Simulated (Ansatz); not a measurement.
# Geometry relaxation of GeBH5SO (part 2 of 2)

Continued. System: GeBH5SO, SMILES O[BH][GeH2][SH]. Method: RKS PBE0/def2-mTZVP (Ansatz 0.2.0). It belongs to a series of runs on one base structure; here: end point A relaxed.

Geometry of the input (Å):
```
O  -0.7416  1.1927  -1.4876
B  0.2507  0.9770  -0.5136
Ge 0.3787  -0.8423  0.3225
S  -1.4051  -1.3166  1.3924
H  -0.3716  1.0028  -2.3863
H  1.0016  1.8565  -0.2050
H  1.6128  -0.8406  1.3516
H  0.7118  -1.8861  -0.7711
H  -1.3488  -0.1897  2.2800
```

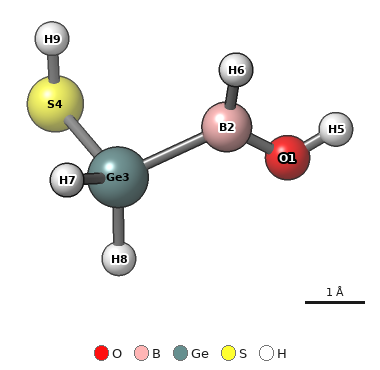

*The geometry at step 15 of the log (ball-and-stick view, seen on its broad side; atoms are numbered from 1 in the order of the input).*

Trajectory as extended XYZ, continued:
```
9
Properties=species:S:1:pos:R:3:forces:R:3 step=6 energy=-70146.65329
O    -0.5523    0.9203   -1.7115   -0.0430  -0.1720   0.1713
B     0.3181    0.9223   -0.6758    0.0106   0.4140  -0.6534
Ge    0.4388   -0.8119    0.4284    0.0263  -0.2684   0.1696
S    -1.4394   -1.4193    1.5002   -0.0395   0.0306  -0.0383
H    -0.5319    1.6910   -2.2933    0.0904   0.0303   0.1892
H     1.0631    1.8607   -0.5529   -0.0638  -0.0427   0.1618
H     1.5881   -0.8344    1.4609   -0.0110   0.0439  -0.0472
H     0.6469   -1.9793   -0.5577    0.0102  -0.0499   0.0555
H    -1.4430   -0.3957    2.3846    0.0197   0.0142  -0.0086
9
Properties=species:S:1:pos:R:3:forces:R:3 step=7 energy=-70146.68227
O    -0.5874    0.8869   -1.6587    0.0772   0.0797  -0.0604
B     0.3435    0.8982   -0.6836   -0.0796  -0.1071  -0.0151
Ge    0.4957   -0.8678    0.4128    0.1332   0.1296  -0.0980
S    -1.4475   -1.3377    1.4179   -0.1016  -0.1181   0.0285
H    -0.6274    1.6991   -2.1808   -0.0146  -0.0193   0.0753
H     1.0219    1.8695   -0.4974    0.0167   0.0373  -0.0033
H     1.6210   -0.8671    1.4719   -0.0305  -0.0093  -0.0213
H     0.7042   -2.0640   -0.5343   -0.0012  -0.0579   0.0456
H    -1.4356   -0.2635    2.2352    0.0004   0.0650   0.0487
9
Properties=species:S:1:pos:R:3:forces:R:3 step=8 energy=-70146.68694
O    -0.5656    0.8879   -1.6896   -0.0166   0.2315  -0.0768
B     0.3477    0.8924   -0.6990   -0.0656  -0.0409  -0.0145
Ge    0.4967   -0.8689    0.4042    0.0483  -0.0186  -0.0708
S    -1.4457   -1.3458    1.4275    0.0009   0.0037   0.0035
H    -0.6407    1.7309   -2.1628    0.0522  -0.2005   0.0917
H     1.0086    1.8728   -0.4889   -0.0029   0.0040   0.0234
H     1.6170   -0.8613    1.4657   -0.0023   0.0165  -0.0001
H     0.7032   -2.0935   -0.5084    0.0011  -0.0098   0.0213
H    -1.4327   -0.2608    2.2343   -0.0151   0.0142   0.0225
9
Properties=species:S:1:pos:R:3:forces:R:3 step=9 energy=-70146.68934
O    -0.5675    0.8986   -1.6996    0.0287   0.0198   0.0174
B     0.3402    0.8890   -0.7040   -0.0430  -0.0066  -0.0092
Ge    0.4985   -0.8733    0.3950   -0.0089  -0.0171  -0.0124
S    -1.4398   -1.3455    1.4360   -0.0050  -0.0036  -0.0037
H    -0.6257    1.7410   -2.1676    0.0084  -0.0110  -0.0034
H     0.9977    1.8693   -0.4782   -0.0046  -0.0121   0.0138
H     1.6182   -0.8534    1.4562    0.0136   0.0205  -0.0027
H     0.7061   -2.1108   -0.5004   -0.0120   0.0090   0.0157
H    -1.4393   -0.2611    2.2456    0.0226   0.0010  -0.0156
9
Properties=species:S:1:pos:R:3:forces:R:3 step=10 energy=-70146.69135
O    -0.5469    0.8951   -1.7250   -0.0136  -0.0150  -0.0315
B     0.3217    0.8833   -0.6970    0.0363   0.0071  -0.0034
Ge    0.4969   -0.8835    0.3875   -0.0035   0.0055  -0.0271
S    -1.4380   -1.3336    1.4387   -0.0212  -0.0180   0.0335
H    -0.6019    1.7442   -2.1805   -0.0023  -0.0022   0.0038
H     0.9481    1.8725   -0.4293   -0.0009   0.0154   0.0242
H     1.6273   -0.8453    1.4374   -0.0009  -0.0038   0.0038
H     0.6924   -2.1294   -0.4965    0.0001   0.0054  -0.0010
H    -1.4111   -0.2496    2.2476    0.0060   0.0056  -0.0023
9
Properties=species:S:1:pos:R:3:forces:R:3 step=11 energy=-70146.69390
O    -0.4835    0.8825   -1.7982    0.1537   0.0034   0.1430
B     0.2922    0.8728   -0.6917   -0.0338   0.2085  -0.1154
Ge    0.4854   -0.9005    0.3689    0.0519   0.0124  -0.0163
S    -1.4292   -1.3147    1.4667   -0.0388   0.0042   0.0659
H    -0.5478    1.7496   -2.2188   -0.0069  -0.0336   0.0235
H     0.8285    1.8908   -0.3169   -0.1009  -0.1328  -0.0719
H     1.6356   -0.8380    1.3986   -0.0189  -0.0371  -0.0080
H     0.6580   -2.1574   -0.5004    0.0029  -0.0109  -0.0146
H    -1.3508   -0.2314    2.2747   -0.0090  -0.0142  -0.0062
9
Properties=species:S:1:pos:R:3:forces:R:3 step=12 energy=-70146.69712
O    -0.4504    0.8726   -1.8223    0.1265   0.0476   0.1391
B     0.2832    0.8775   -0.6879   -0.0040   0.1846  -0.0896
Ge    0.4810   -0.9019    0.3632    0.0666   0.0180   0.0090
S    -1.4244   -1.3088    1.4820   -0.0416   0.0122   0.0537
H    -0.5290    1.7431   -2.2340   -0.0033  -0.0477   0.0101
H     0.7806    1.9069   -0.2873   -0.1186  -0.1588  -0.0791
H     1.6360   -0.8515    1.3882   -0.0118  -0.0282  -0.0156
H     0.6441   -2.1573   -0.5102   -0.0096  -0.0067  -0.0146
H    -1.3327   -0.2270    2.2912   -0.0042  -0.0211  -0.0130
9
Properties=species:S:1:pos:R:3:forces:R:3 step=13 energy=-70146.70086
O    -0.3497    0.8407   -1.8859    0.2657   0.1448   0.3988
B     0.2665    0.8920   -0.6782   -0.1460   0.1801  -0.0859
Ge    0.4770   -0.9010    0.3548    0.0685  -0.0179   0.0077
S    -1.4128   -1.2861    1.5191    0.0252   0.0751   0.0193
H    -0.4709    1.7139   -2.2796   -0.0208  -0.0150  -0.0594
H     0.6160    1.9577   -0.1958   -0.1413  -0.3449  -0.2297
H     1.6561   -0.9027    1.3548   -0.0261  -0.0004  -0.0295
H     0.5869   -2.1493   -0.5400   -0.0133   0.0198   0.0003
H    -1.2806   -0.2114    2.3337   -0.0119  -0.0415  -0.0217
9
Properties=species:S:1:pos:R:3:forces:R:3 step=14 energy=-70146.70620
O    -0.3072    0.8360   -1.9048    0.1221   0.1532   0.4002
B     0.2265    0.8906   -0.6587    0.1212   0.0540  -0.2879
Ge    0.4789   -0.9087    0.3518   -0.0109   0.0829   0.0022
S    -1.4043   -1.2674    1.5322   -0.0385  -0.0124   0.0537
H    -0.4318    1.7101   -2.2977   -0.0042  -0.0576  -0.0293
H     0.5474    1.9539   -0.1717   -0.1757  -0.1992  -0.0899
H     1.6687   -0.9153    1.3373   -0.0122  -0.0018  -0.0292
H     0.5730   -2.1467   -0.5584   -0.0244   0.0098   0.0205
H    -1.2627   -0.1989    2.3530    0.0226  -0.0290  -0.0403
9
Properties=species:S:1:pos:R:3:forces:R:3 step=15 energy=-70146.72037
O    -0.2123    0.8397   -1.9345    0.0049   0.0186  -0.0162
B     0.2134    0.8852   -0.6566    0.0068   0.0977  -0.0213
Ge    0.4761   -0.9116    0.3415   -0.0164  -0.0208   0.0135
S    -1.3905   -1.2448    1.5607    0.0052  -0.0224  -0.0065
H    -0.3762    1.7090   -2.3228    0.0136  -0.0318   0.0165
H     0.3768    1.9484   -0.1146   -0.0242  -0.0680   0.0025
H     1.6855   -0.9387    1.2989    0.0101   0.0046   0.0051
H     0.5276   -2.1556   -0.5617   -0.0104   0.0000  -0.0036
H    -1.2118   -0.1779    2.3719    0.0104   0.0220   0.0100
9
Properties=species:S:1:pos:R:3:forces:R:3 step=16 energy=-70146.72420
O    -0.1124    0.8539   -1.9753    0.0185   0.0355   0.0397
B     0.1747    0.8777   -0.6602    0.0135  -0.1978   0.1024
Ge    0.4662   -0.9234    0.3252    0.0058  -0.0061   0.0009
S    -1.3667   -1.2231    1.6041    0.0059  -0.0363  -0.0184
H    -0.3038    1.7247   -2.3420   -0.0131   0.0692  -0.0672
H     0.1981    1.9023   -0.0374   -0.0254   0.1070  -0.0686
H     1.7024   -0.9429    1.2501    0.0009  -0.0010  -0.0017
H     0.4902   -2.1798   -0.5619   -0.0141   0.0005  -0.0015
H    -1.1602   -0.1357    2.3802    0.0080   0.0290   0.0144
9
Properties=species:S:1:pos:R:3:forces:R:3 step=17 energy=-70146.72498
O    -0.0717    0.8569   -1.9877    0.0281   0.0530   0.2537
B     0.1558    0.8767   -0.6550    0.0037   0.0937  -0.0543
Ge    0.4594   -0.9241    0.3245   -0.0453  -0.0426   0.0274
S    -1.3555   -1.2321    1.6285    0.0386  -0.0018  -0.0219
H    -0.2649    1.7262   -2.3598    0.0041   0.0222  -0.0202
H     0.1342    1.9135   -0.0279   -0.0279  -0.1600  -0.1865
H     1.7079   -0.9465    1.2328    0.0026   0.0019  -0.0107
H     0.4625   -2.1805   -0.5632    0.0098   0.0137  -0.0108
H    -1.1393   -0.1364    2.3908   -0.0136   0.0198   0.0233
9
Properties=species:S:1:pos:R:3:forces:R:3 step=18 energy=-70146.72801
O    -0.0508    0.8624   -1.9845    0.0658   0.0351  -0.0290
B     0.1380    0.8673   -0.6507   -0.0301   0.0021   0.0217
Ge    0.4530   -0.9328    0.3263   -0.0136   0.0138  -0.0125
S    -1.3349   -1.2355    1.6621   -0.0031  -0.0253   0.0029
H    -0.2150    1.7387   -2.3562   -0.0402  -0.0324   0.0091
H     0.0666    1.8952   -0.0322    0.0217   0.0130  -0.0044
H     1.7210   -0.9527    1.2065    0.0080  -0.0030  -0.0034
H     0.4504   -2.1791   -0.5752   -0.0102  -0.0078   0.0155
H    -1.1398   -0.1098    2.3869    0.0019   0.0044   0.0002
9
Properties=species:S:1:pos:R:3:forces:R:3 step=19 energy=-70146.72932
O    -0.0164    0.8682   -1.9904   -0.0136   0.0437  -0.0509
B     0.1338    0.8712   -0.6523    0.0008   0.0023   0.0361
Ge    0.4475   -0.9293    0.3257   -0.0133  -0.0275   0.0084
S    -1.3258   -1.2473    1.6778    0.0164   0.0246   0.0067
H    -0.2079    1.7401   -2.3604    0.0130  -0.0412   0.0041
H     0.0401    1.8980   -0.0351   -0.0022   0.0028   0.0062
H     1.7258   -0.9522    1.1916    0.0031   0.0014  -0.0023
H     0.4306   -2.1816   -0.5672    0.0063   0.0068  -0.0070
H    -1.1392   -0.1134    2.3933   -0.0105  -0.0130  -0.0013
9
Properties=species:S:1:pos:R:3:forces:R:3 step=20 energy=-70146.72963
O    -0.0032    0.8690   -1.9906   -0.0025   0.0106  -0.0078
B     0.1269    0.8708   -0.6496   -0.0021   0.0091   0.0027
Ge    0.4431   -0.9309    0.3263    0.0033   0.0046  -0.0031
S    -1.3174   -1.2505    1.6917   -0.0085  -0.0177  -0.0022
H    -0.1920    1.7390   -2.3646    0.0048  -0.0084   0.0019
H     0.0188    1.8962   -0.0314   -0.0023  -0.0064  -0.0028
H     1.7302   -0.9526    1.1788    0.0066  -0.0019   0.0047
H     0.4233   -2.1789   -0.5715   -0.0007  -0.0066  -0.0057
H    -1.1411   -0.1083    2.3939    0.0014   0.0167   0.0123
9
Properties=species:S:1:pos:R:3:forces:R:3 step=21 energy=-70146.72978
O     0.0179    0.8729   -1.9941    0.0050  -0.0074   0.0422
B     0.1174    0.8706   -0.6495   -0.0035   0.0088  -0.0373
Ge    0.4383   -0.9312    0.3258    0.0055   0.0018   0.0014
S    -1.3063   -1.2559    1.7096   -0.0103  -0.0081  -0.0014
H    -0.1697    1.7421   -2.3699   -0.0003   0.0064   0.0014
H    -0.0158    1.8920   -0.0297   -0.0015  -0.0062  -0.0060
H     1.7346   -0.9543    1.1652    0.0025   0.0021  -0.0020
H     0.4104   -2.1786   -0.5727    0.0007  -0.0067  -0.0059
H    -1.1382   -0.1038    2.3983    0.0018   0.0094   0.0077
9
Properties=species:S:1:pos:R:3:forces:R:3 step=22 energy=-70146.72983
O     0.0288    0.8744   -1.9950   -0.0005  -0.0048   0.0348
B     0.1129    0.8697   -0.6495    0.0020   0.0023  -0.0350
Ge    0.4360   -0.9321    0.3255    0.0029   0.0067  -0.0022
S    -1.3053   -1.2554    1.7149    0.0028   0.0018   0.0035
H    -0.1600    1.7435   -2.3707    0.0015   0.0045   0.0006
H    -0.0325    1.8891   -0.0295   -0.0030  -0.0034  -0.0017
H     1.7378   -0.9531    1.1571   -0.0056  -0.0017   0.0029
H     0.4058   -2.1798   -0.5732   -0.0012  -0.0023  -0.0007
H    -1.1351   -0.1026    2.4032    0.0010  -0.0032  -0.0022
9
Properties=species:S:1:pos:R:3:forces:R:3 step=23 energy=-70146.72986
O     0.0334    0.8757   -1.9961    0.0009  -0.0017   0.0135
B     0.1115    0.8696   -0.6506   -0.0038  -0.0013  -0.0166
Ge    0.4347   -0.9322    0.3244    0.0037   0.0031   0.0068
S    -1.3036   -1.2554    1.7178    0.0010   0.0066   0.0019
H    -0.1555    1.7449   -2.3714    0.0010   0.0015  -0.0002
H    -0.0407    1.8878   -0.0305    0.0004  -0.0004   0.0020
H     1.7359   -0.9534    1.1570   -0.0028  -0.0008  -0.0031
H     0.4041   -2.1805   -0.5739   -0.0013   0.0011   0.0017
H    -1.1314   -0.1028    2.4062    0.0010  -0.0082  -0.0059
9
Properties=species:S:1:pos:R:3:forces:R:3 step=24 energy=-70146.72987
O     0.0356    0.8761   -1.9965    0.0021  -0.0019   0.0016
B     0.1095    0.8696   -0.6511    0.0021   0.0001  -0.0034
Ge    0.4339   -0.9317    0.3246   -0.0021  -0.0045   0.0013
S    -1.3036   -1.2558    1.7187    0.0045   0.0089   0.0019
H    -0.1515    1.7455   -2.3722   -0.0020   0.0011  -0.0005
H    -0.0454    1.8873   -0.0310   -0.0005   0.0005   0.0021
H     1.7355   -0.9529    1.1563   -0.0019   0.0006  -0.0022
H     0.4024   -2.1802   -0.5732    0.0013   0.0016   0.0003
H    -1.1278   -0.1041    2.4074   -0.0034  -0.0063  -0.0010
```

Results in brief:

```json
{"quantity": "outcome", "value": "converged"}
{"quantity": "total energy", "value": "−70146.7299 eV"}
{"quantity": "mean-field energy", "value": "−70146.7299 eV"}
{"quantity": "largest force (length of the vector) at the end", "value": "0.010 eV/Å"}
{"quantity": "hardware", "value": "2 threads of AMD EPYC (Zen 5), 24 GiB of memory available, shared host"}
{"quantity": "wall time", "value": "35 s (CPU time 67 s)"}
{"quantity": "peak memory", "value": "0.29 GiB"}
```
